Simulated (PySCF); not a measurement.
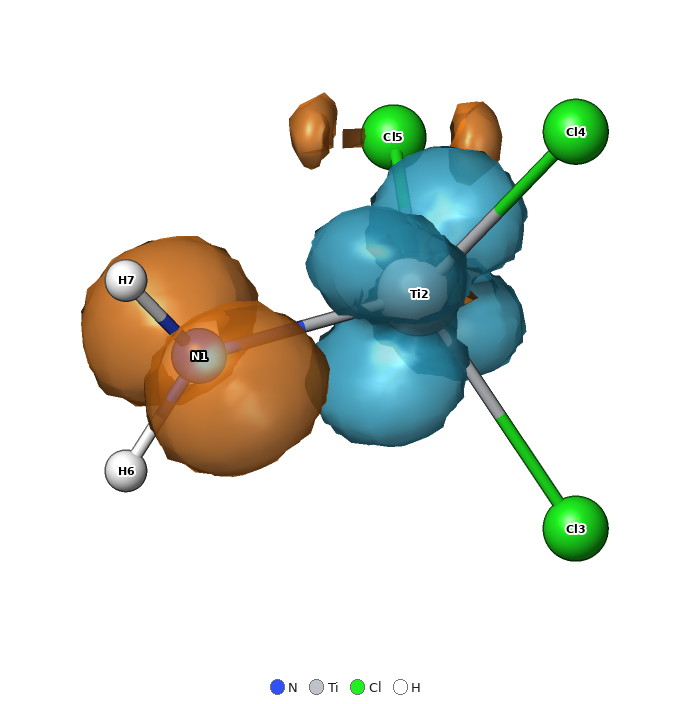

Figure 1: Cl₃H₂NTi, SMILES `N[Ti](Cl)(Cl)Cl`. Unrelaxed difference density of S₁ less the ground state (TDA singlet states), ±0.08 e/Å³; light blue: gain, orange: loss.

Method: PBE0/def2-SVPD; geometry: GFN2-xTB; program: PySCF. This is a single-reference result, which may miss multireference character in this system. No frequency check shows the geometry to be a minimum. GFN2-xTB bond lengths at metals and heavier atoms can be off by up to 0.1 Å and shapes distorted, which carries into these values.

Coordinates in Å:

```
N1      -0.0001    0.0786   -2.0984
Ti2     -0.0002    0.0164   -0.2838
Cl3     -1.7275    0.9541    0.5394
Cl4      1.7231    0.9619    0.5393
Cl5      0.0047   -1.9802    0.4701
H6      -0.8278    0.0880   -2.6978
H7       0.8272    0.0917   -2.6978
```

How does the charge move on excitation?

0.84 e is displaced in all, of which about 0.7 e passes between atoms: N1 (0.52 e) and Cl5 (0.10 e) lose electrons and Ti2 (0.60 e) gains them. The state: 3.75 eV (331 nm), f = 0.004, ligand-to-metal charge transfer; the leading pair carries 99 %; hole on N1 (56 %), Cl5 (16 %) and Ti2 (12 %), electron on Ti2 (73 %), Cl3 and Cl4 (7 % each) and Cl5 (6 %); their centroids lie 1.1 Å apart.

Cost of the run: 2.7 min on 1 thread of Intel(R) Xeon(R) 6975P-C (Granite Rapids), with other jobs on the host, peak memory 0.78 GiB.
